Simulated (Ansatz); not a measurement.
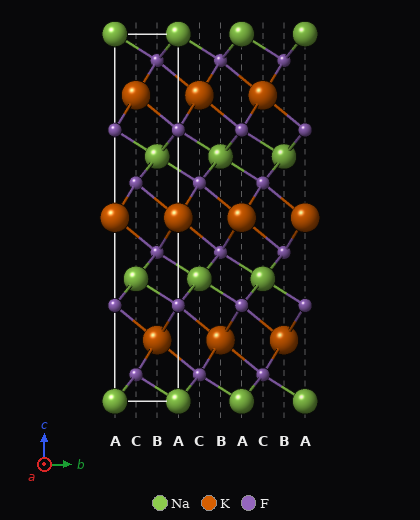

The picture looks along a close-packed row of the hexagonal mesh; c points upwards. The dashed lines mark the three columns A (0, 0), B (1/3, 2/3) and C (2/3, 1/3). The sequence starts with the first layer at or above the cell's origin.

System KNaF₂ (space group R-3m, No. 166); source of the atomic positions: the input geometry of an electronic-structure calculation (not necessarily at equilibrium); the starting structure was generated, so it need not be a known form of this composition.

**List the layers of one repeat.**

Na(A) – F(C) – K(B) – F(A) – Na(C) – F(B) – K(A) – F(C) – Na(B) – F(A) – K(C) – F(B) (twelve layers in 17.45 Å).

**How are the F layers alone stacked?**

F layers alone: CABCAB, the cubic close-packed type.

**Which positions between or in the F layers do the other atoms fill?**

K: three octahedral sites; Na: three octahedral sites, counted in one hexagonal cell.
